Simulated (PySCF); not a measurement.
# CH2BNO2: what the fields show

The calculation's input:

```
{"job": {"kind": "nmr", "xc": "PBE0", "basis": "pcSseg-2"}, "charge": 0, "multiplicity": 1}
O     -0.634235     1.183588     0.109874
B     -0.194749    -0.088990    -0.027380
O     -1.049197    -1.117763    -0.159102
C      1.336982    -0.402886    -0.036035
N      2.480931    -0.585627    -0.035626
H      0.066697     1.837143     0.196278
H     -1.970119    -0.831351    -0.142918
```

Command:

```sh
OMP_NUM_THREADS=1 python cluster_run.py task.json out
```

Geometry: PBE0-D3(BJ)/def2-SVP.

The calculation used PBE0/pcSseg-2, SCF density, gas phase, non-relativistic in PySCF.

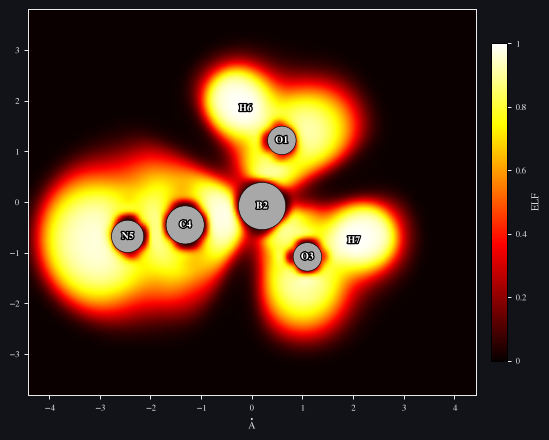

Figure 1. ELF on the molecular plane. Grey discs cover the atomic cores.

**What do the fields say about this system?**

- Atoms in the plane: O, B, C, N and H.
- C–N (1.16 Å): the ELF peaks at about 0.85 between the atoms; a multiple bond.
- B–O (1.34 Å): the ELF peaks at about 0.90 between the atoms: a polar covalent bond.
- C–B (1.56 Å): the ELF peaks at about 1 between the atoms: localised, covalent bonding.
- O–H (0.96 Å): the ELF climbs to about 1 towards the hydrogen, as it does in any bond to H: an ordinary covalent bond to hydrogen.
- The ELF also peaks beside O3, N5 and O1, away from the bonds: lone-pair regions.

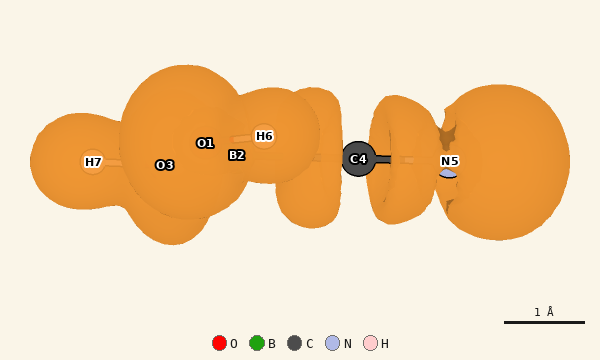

Figure 2. Isosurface of the ELF at 0.75 (orange), seen from one side. Core shells and regions of very low density are left out.

**Identify the bonds, lone pairs and shells in this picture.**

The surface consists of one region between bonded B–C atoms (shared pairs), one region on N in which the atom's valence shell and bonds are merged and two joined regions spread over several atoms (H, O), in which their bonds and any lone pairs are merged.

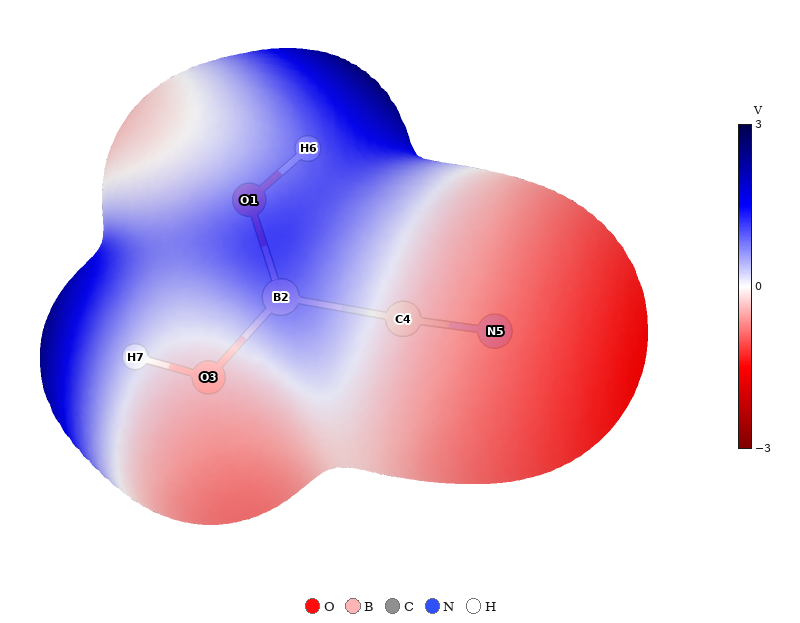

Figure 3. The molecular electrostatic potential painted on the density surface at 0.001 e/bohr³, seen at a tilt; red is negative and blue positive.

**Where is the surface potential most negative and most positive?**

The most negative region (about −1.5 V) lies over N5, the most positive (about +2.6 V) over H6. N5 is the likeliest acceptor of a hydrogen bond.
